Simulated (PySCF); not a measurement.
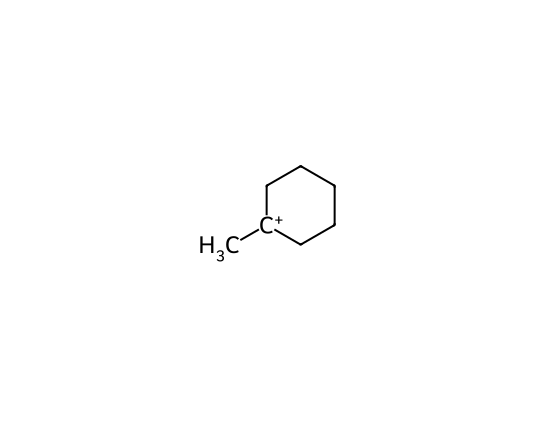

A structural formula. State: charge +1, singlet.

Transcribe the drawing into SMILES.

Answer. C[C+]1CCCCC1

What is the molecular formula?

Answer. C7H13, charge +1.

An optimisation with PBE0-D3(BJ)/def2-SVP gave a structure of which point group?

Answer. Cs.

More results for the same structure follow; atom numbers are the same in all pictures, views and colours differ. The geometry was computed by an optimisation with PBE0-D3(BJ)/def2-SVP. No frequency run is at hand to confirm it as a minimum.

NMR shielding

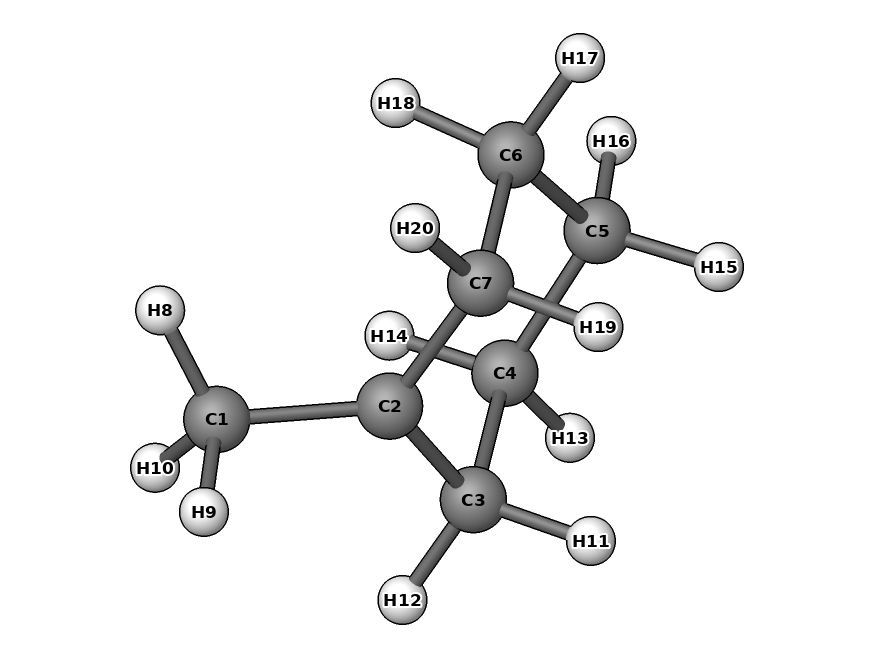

The questions are on isotropic NMR shieldings of the H atoms. No frequency run is at hand to confirm it as a minimum. Properties computed with GIAO PBE0/pcSseg-1 NMR shielding, non-relativistic, IEF-PCM dimethylsulfoxide (PySCF 2.14.0).

Which H atom is the most shielded (lowest chemical shift)?

Answer. H16 (29.57 ppm).

Which H atom is the least shielded (highest chemical shift)?

Answer. H8, H10 (27.21 to 27.24 ppm).

How wide is the range of H shifts?

Answer. 2.36 ppm.

Give the isotropic NMR shieldings of the H atoms atom by atom.

| atom | σ (ppm) |
| --- | --- |
| H8 | 27.24 |
| H9 | 27.41 |
| H10 | 27.21 |
| H11 | 27.47 |
| H12 | 27.47 |
| H13 | 27.82 |
| H14 | 28.48 |
| H15 | 29.51 |
| H16 | 29.57 |
| H17 | 27.82 |
| H18 | 28.49 |
| H19 | 27.45 |
| H20 | 27.45 |

Ring current

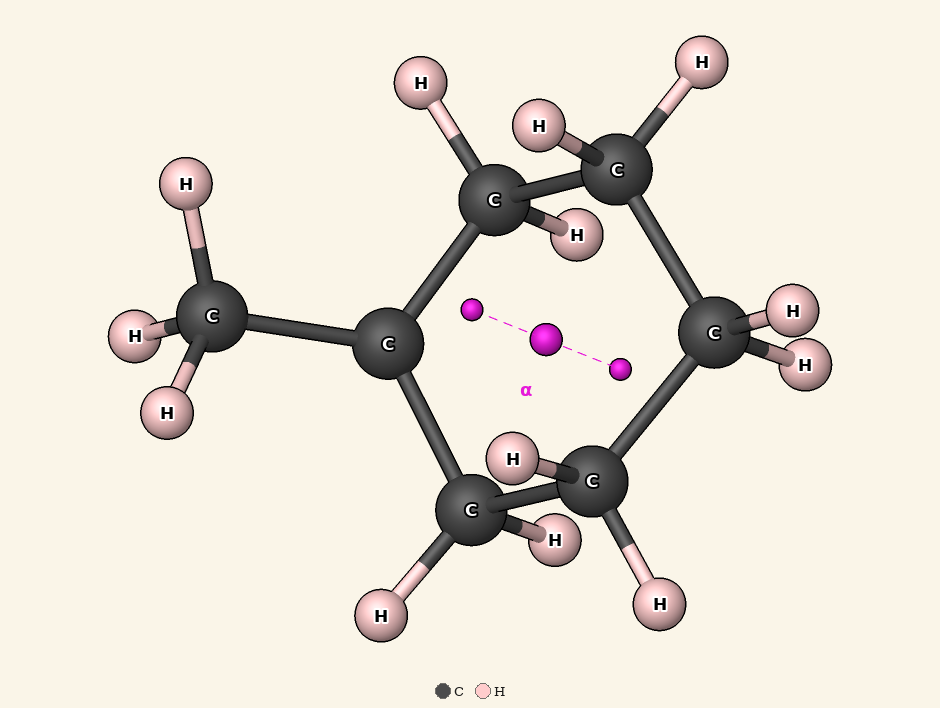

The small points mark where nucleus-independent chemical shifts (NICS) were computed: at the centre of each lettered ring and 1 Å above and below it. No frequency run is at hand to confirm it as a minimum. Level of theory: GIAO PBE0/pcSseg-1 NMR shielding, non-relativistic, IEF-PCM chloroform (PySCF 2.14.0).

Give NICS(0), NICS(1) and the out-of-plane component NICS(1)zz for each ring (means of the two sides).

```tsv
ring	members	NICS(0)	NICS(1)	NICS(1)zz
α	C6	−6.8	−4.4	−1.1
```

Values in ppm.

What do the values say about the ring currents?

Answer. Ring α: weak, as in a non-aromatic ring. NICS is one index among several.

Excitation

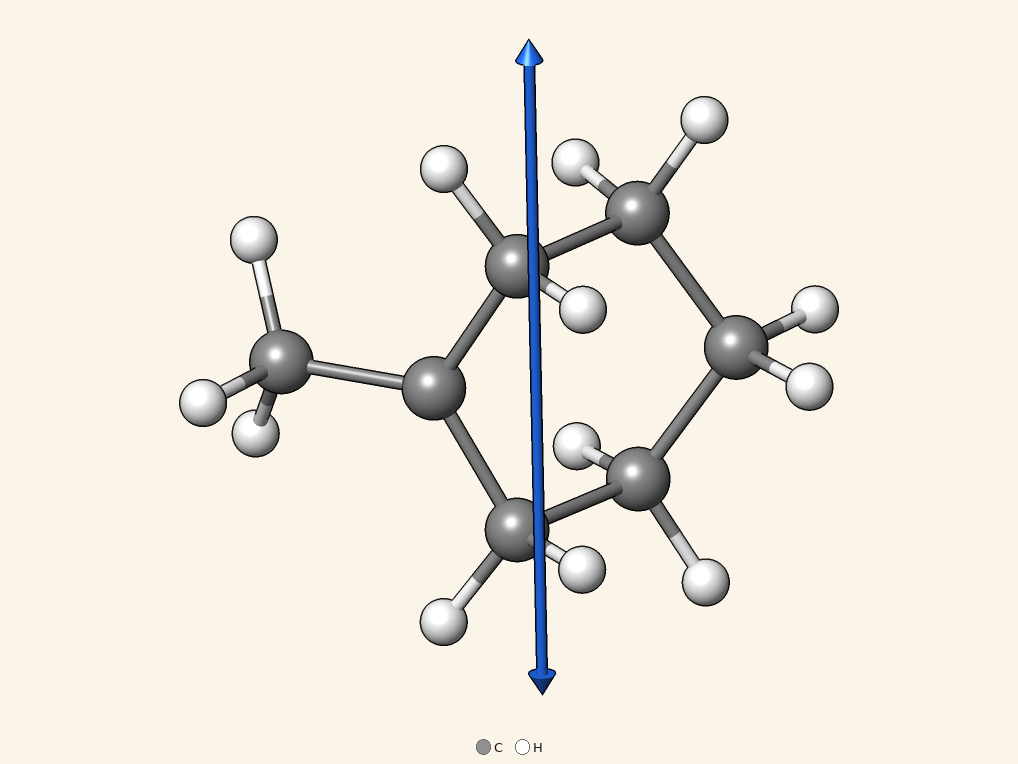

The double arrow shows the direction of the transition dipole to excited singlet state 5 (its length means nothing). No frequency run is at hand to confirm it as a minimum. Level of theory: TDDFT CAM-B3LYP/def2-SVPD, vertical, IEF-PCM chloroform (non-equilibrium linear response), core orbitals frozen in the response (PySCF 2.14.0).

Give its energy, strength and character.

Answer. 6.39 eV (194 nm), oscillator strength 0.076, mainly HOMO−4 → LUMO (weight 0.80); transition dipole 1.77 D.

Charges

The questions are on Hirshfeld charges. No frequency run is at hand to confirm it as a minimum. Method: PBE0/pcSseg-1 in chloroform (IEF-PCM) (PySCF 2.14.0).

List the Hirshfeld charges.

```csv
atom,value (e)
C1,−0.07
C2,0.22
C3,−0.04
C4,−0.02
C5,−0.05
C6,−0.02
C7,−0.04
H8,0.09
H9,0.12
H10,0.09
H11,0.08
H12,0.08
H13,0.08
H14,0.06
H15,0.06
H16,0.07
H17,0.08
H18,0.06
H19,0.08
H20,0.08
```
